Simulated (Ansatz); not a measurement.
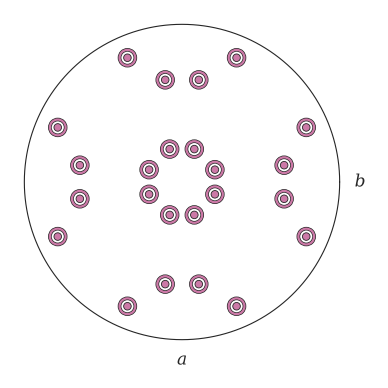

Stereographic projection: filled dots lie in the upper hemisphere, open rings in the lower. The c axis points at the viewer. The poles are all faces of one general form. Computed from the symmetry operations of a computed or model structure of composition Ni.

Name the crystal class.

m-3m (Oh), order 48, cubic system: three fourfold axes, four threefold axes, six twofold axes, nine mirror planes, an inversion centre.

Which physical properties does it allow?

It is centrosymmetric, so neither piezoelectric nor pyroelectric; it is not chiral.
